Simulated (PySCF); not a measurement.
# Ce(OH)3: other functionals and bases at one geometry

Aim: see how levels, charges and forces of Ce(OH)3 depend on the level of theory. It is a constructed species; whether it can be made isn't addressed.

Program: PySCF 2.14.0. Level of theory: several levels, as the steps say, no spin–orbit coupling. These are calculated values, not measurements.

1 further run of the same task is left out (for a known fault of the program).

## (1) The starting structure

7 atoms, charge 0, spin multiplicity 1.

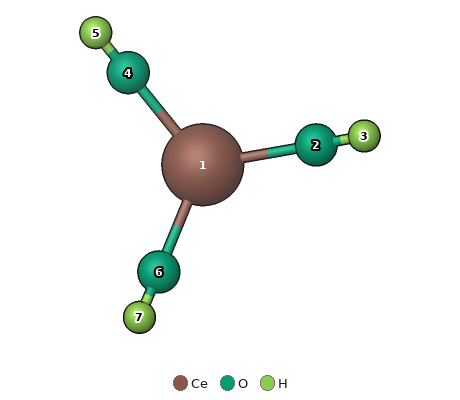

The structure; cerium brown, oxygen teal, hydrogen green; atoms are numbered from 1 in the order of the file.

Geometry (Å):

```xyz
7

Ce    0.00000    0.00000   -0.35038
O     2.10717   -0.00002    0.06762
H     3.01003   -0.00003    0.38623
O    -1.05357    1.82487    0.06762
H    -1.50499    2.60677    0.38623
O    -1.05360   -1.82485    0.06762
H    -1.50504   -2.60674    0.38623
```

Formal oxidation states: Ce +3. Each metal's 1 4f electrons lie in its core potential, so multiplicities, spins and levels count the valence alone. An earlier session relaxed this geometry at PBE0, Ce lcecp-1-SVP with ECP47, O def2-SVP, H def2-SVP (singlet, point group C3v).

At PBE0 on the finer grid: E = -259.465560 Eh, HOMO -7.44 eV, LUMO -1.23 eV, Mulliken charge on Ce1 +1.17 e, largest force component 0.004 eV/Å. 

Levels to run: wB97X; BLYP; PBE0, TZVP. Hardware: 2 threads of Intel Xeon 6975P-C (Granite Rapids), shared host.

## (2) wB97X

Input file run.py (the lines that set the calculation):

```python
mol = gto.M(atom='''
Ce     0.00000     0.00000    -0.35038
O      2.10717    -0.00002     0.06762
H      3.01003    -0.00003     0.38623
O     -1.05357     1.82487     0.06762
H     -1.50499     2.60677     0.38623
O     -1.05360    -1.82485     0.06762
H     -1.50504    -2.60674     0.38623''',
    basis={'Ce': 'lcecp-1-SVP', 'O': 'def2-SVP', 'H': 'def2-SVP'},
    ecp={'Ce': 'lcecp-1-SVP'},
    charge=0, spin=0)
mf = dft.RKS(mol, xc='WB97X')
mf.grids.atom_grid = (75, 302)  # f atoms: unpruned, at least (60, 302)
mf = mf.density_fit()  # fitting sets: Ce AutoAux, O def2-universal-JKFIT, H def2-universal-JKFIT
mf.conv_tol = 1e-08; mf.max_cycle = 55
mf.kernel(dm0)  # dm0: the density of the relaxed state
```

Started as:

```sh
> OMP_NUM_THREADS=2 python run.py
```

Log:

```text
init E= -259.653195953058
  HOMO = -0.365987718500694  LUMO = 0.0190395927373572  gap/eV = 10.47713
cycle= 1 E= -259.6547973915  delta_E= -0.0016  |g|= 0.0303  |ddm|= 0.119
  HOMO = -0.359658736827033  LUMO = 0.0171199233861863  gap/eV = 10.25267
cycle= 2 E= -259.654821297143  delta_E= -2.39e-05  |g|= 0.0326  |ddm|= 0.0478
  HOMO = -0.363951783791814  LUMO = 0.0171978113857207  gap/eV = 10.37161
cycle= 3 E= -259.655020586285  delta_E= -0.000199  |g|= 0.00305  |ddm|= 0.0207
  HOMO = -0.363632283089833  LUMO = 0.0171635864522521  gap/eV = 10.36198
cycle= 4 E= -259.655024968978  delta_E= -4.38e-06  |g|= 0.000563  |ddm|= 0.00562
  HOMO = -0.363660422336129  LUMO = 0.0170601802686754  gap/eV = 10.35994
cycle= 5 E= -259.655025148413  delta_E= -1.79e-07  |g|= 0.000134  |ddm|= 0.00121
  HOMO = -0.363658246854685  LUMO = 0.0170458492474381  gap/eV = 10.35949
cycle= 6 E= -259.655025172417  delta_E= -2.4e-08  |g|= 2.84e-05  |ddm|= 0.000499
  HOMO = -0.363659480332907  LUMO = 0.0170456307939162  gap/eV = 10.35951
cycle= 7 E= -259.65502517315  delta_E= -7.33e-10  |g|= 7.95e-06  |ddm|= 8.41e-05
  HOMO = -0.363659681896189  LUMO = 0.0170449195285336  gap/eV = 10.35950
Extra cycle  E= -259.655025173195  delta_E= -4.43e-11  |g|= 6.74e-06  |ddm|= 1.97e-05
converged SCF energy = -259.655025173195
```

It took 4.5 s on 2 threads of Intel Xeon 6975P-C (Granite Rapids), shared host.

Result: E = -259.655025 Eh, HOMO -9.90 eV, LUMO 0.46 eV, Mulliken charge on Ce1 +1.19 e, largest force component 0.255 eV/Å. 

## (3) BLYP

run.py (the lines that set the calculation), as its differences from that of step 2:

```diff
@@ -11,3 +11,3 @@
     charge=0, spin=0)
-mf = dft.RKS(mol, xc='WB97X')
+mf = dft.RKS(mol, xc='BLYP')
 mf.grids.atom_grid = (75, 302)  # f atoms: unpruned, at least (60, 302)
```

Started as:

```sh
> OMP_NUM_THREADS=2 python run.py
```

Log:

```text
init E= -259.640779199123
  HOMO = -0.199485070611819  LUMO = -0.0704200862841446  gap/eV = 3.51204
cycle= 1 E= -259.645708204848  delta_E= -0.00493  |g|= 0.064  |ddm|= 0.327
  HOMO = -0.217610968960101  LUMO = -0.0641817405804943  gap/eV = 4.17502
cycle= 2 E= -259.640515276768  delta_E= 0.00519  |g|= 0.169  |ddm|= 0.216
  HOMO = -0.207409173955723  LUMO = -0.0671194778985011  gap/eV = 3.81748
cycle= 3 E= -259.646964691817  delta_E= -0.00645  |g|= 0.0167  |ddm|= 0.118
  HOMO = -0.20821861834378  LUMO = -0.0690993065475531  gap/eV = 3.78563
cycle= 4 E= -259.64706087474  delta_E= -9.62e-05  |g|= 0.00468  |ddm|= 0.0289
  HOMO = -0.207672763030921  LUMO = -0.0689561110671271  gap/eV = 3.77467
cycle= 5 E= -259.647065467374  delta_E= -4.59e-06  |g|= 0.000265  |ddm|= 0.00378
  HOMO = -0.207644531211665  LUMO = -0.0689325773175966  gap/eV = 3.77454
cycle= 6 E= -259.6470654832  delta_E= -1.58e-08  |g|= 5.19e-05  |ddm|= 0.000312
  HOMO = -0.207640717950592  LUMO = -0.0689317720261542  gap/eV = 3.77446
cycle= 7 E= -259.647065483986  delta_E= -7.86e-10  |g|= 8.48e-06  |ddm|= 6.89e-05
  HOMO = -0.207640359342057  LUMO = -0.0689320735927552  gap/eV = 3.77444
Extra cycle  E= -259.6470654839  delta_E= 8.55e-11  |g|= 2.2e-05  |ddm|= 2.25e-05
converged SCF energy = -259.6470654839
```

It took 4.5 s on 2 threads of Intel Xeon 6975P-C (Granite Rapids), shared host.

It gives: E = -259.647065 Eh, HOMO -5.65 eV, LUMO -1.88 eV, Mulliken charge on Ce1 +0.92 e, largest force component 0.655 eV/Å. 

## (4) PBE0, TZVP

Basis: Ce lcecp-1-TZVP with ECP47, O def2-TZVP, H def2-TZVP. 

Input file run.py (the lines that set the calculation):

```python
mol = gto.M(atom='''
Ce     0.00000     0.00000    -0.35038
O      2.10717    -0.00002     0.06762
H      3.01003    -0.00003     0.38623
O     -1.05357     1.82487     0.06762
H     -1.50499     2.60677     0.38623
O     -1.05360    -1.82485     0.06762
H     -1.50504    -2.60674     0.38623''',
    basis={'Ce': 'lcecp-1-TZVP', 'O': 'def2-TZVP', 'H': 'def2-TZVP'},
    ecp={'Ce': 'lcecp-1-TZVP'},
    charge=0, spin=0)
mf = dft.RKS(mol, xc='PBE0')
mf.grids.atom_grid = (75, 302)  # f atoms: unpruned, at least (60, 302)
mf = mf.density_fit()  # fitting sets: Ce AutoAux, O def2-universal-JKFIT, H def2-universal-JKFIT
mf.conv_tol = 1e-08; mf.max_cycle = 55
mf.kernel(dm0)  # dm0: free metal ions and neutral atoms
```

Started as:

```sh
> OMP_NUM_THREADS=2 python run.py
```

Log:

```text
init E= -263.8775144301
  HOMO = -0.320557355821559  LUMO = -0.0881974705379136  gap/eV = 6.32283
cycle= 1 E= -259.710348642823  delta_E= 4.17  |g|= 0.534  |ddm|= 2.05
  HOMO = -0.238485065097482  LUMO = -0.0333159731060775  gap/eV = 5.58294
cycle= 2 E= -259.715980234702  delta_E= -0.00563  |g|= 0.42  |ddm|= 0.649
  HOMO = -0.302995590075127  LUMO = -0.0468620145091165  gap/eV = 6.96975
cycle= 3 E= -259.738816215705  delta_E= -0.0228  |g|= 0.24  |ddm|= 0.351
  HOMO = -0.282470020950883  LUMO = -0.0491871433739774  gap/eV = 6.34795
cycle= 4 E= -259.74798501778  delta_E= -0.00917  |g|= 0.0458  |ddm|= 0.123
  HOMO = -0.284146689146219  LUMO = -0.0461371714915018  gap/eV = 6.47657
cycle= 5 E= -259.748447687806  delta_E= -0.000463  |g|= 0.0028  |ddm|= 0.0416
  HOMO = -0.284300376068316  LUMO = -0.0464509391919989  gap/eV = 6.47221
cycle= 6 E= -259.748449991729  delta_E= -2.3e-06  |g|= 0.000362  |ddm|= 0.00609
  HOMO = -0.284283641210308  LUMO = -0.0464577666923631  gap/eV = 6.47157
cycle= 7 E= -259.748450020858  delta_E= -2.91e-08  |g|= 0.000154  |ddm|= 0.00048
  HOMO = -0.28428431375554  LUMO = -0.0464440245171858  gap/eV = 6.47196
cycle= 8 E= -259.748450027198  delta_E= -6.34e-09  |g|= 1.09e-05  |ddm|= 0.000179
  HOMO = -0.284287362631742  LUMO = -0.0464457130453937  gap/eV = 6.47200
Extra cycle  E= -259.74845002721  delta_E= -1.24e-11  |g|= 1.27e-05  |ddm|= 1.95e-05
converged SCF energy = -259.74845002721
```

Run time: 8.9 s. Hardware: 2 threads of Intel Xeon 6975P-C (Granite Rapids), shared host.

Read off: E = -259.748450 Eh, HOMO -7.74 eV, LUMO -1.26 eV, Mulliken charge on Ce1 +1.64 e, largest force component 0.247 eV/Å. 

## (5) Results

| level | state | HOMO (eV) | gap (eV) | charge on Ce1 (e) | dipole (D) | largest force (eV/Å) | basis functions | time |
| --- | --- | --- | --- | --- | --- | --- | --- | --- |
| PBE0 (relaxed here) | singlet | -7.44 | 6.21 | 1.17 | 1.49 | 0.00 | 90 | 8.6 s |
| wB97X | singlet | -9.90 | 10.36 | 1.19 | 1.60 | 0.25 | 90 | 4.5 s |
| BLYP | singlet | -5.65 | 3.77 | 0.92 | 1.33 | 0.65 | 90 | 4.5 s |
| PBE0, TZVP | singlet | -7.74 | 6.47 | 1.64 | 1.69 | 0.25 | 158 | 8.9 s |

Times are on 2 threads of Intel Xeon 6975P-C (Granite Rapids), shared host; the first row also made further properties.

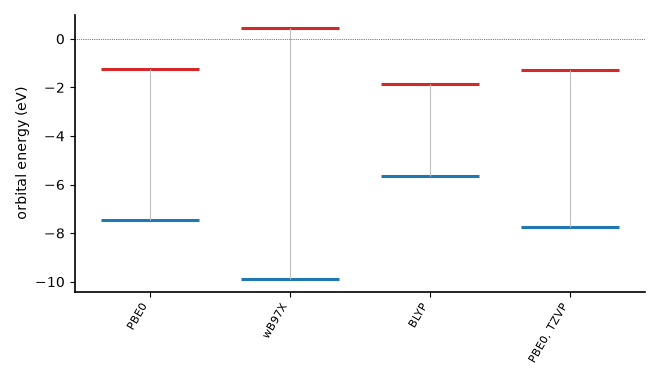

Highest filled and lowest empty level, method by method.

In one basis the HOMO–LUMO gap runs from 3.77 eV (BLYP) to 10.36 eV (wB97X). The largest leftover force, 0.65 eV/Å with BLYP, stands at a geometry relaxed at another level. The Mulliken charge on Ce spans +0.92 to +1.64 e over the levels. With 4f in the core, its levels are missing from HOMO and gap. Total energies of different levels can't be compared. Spin–orbit coupling is left out throughout.
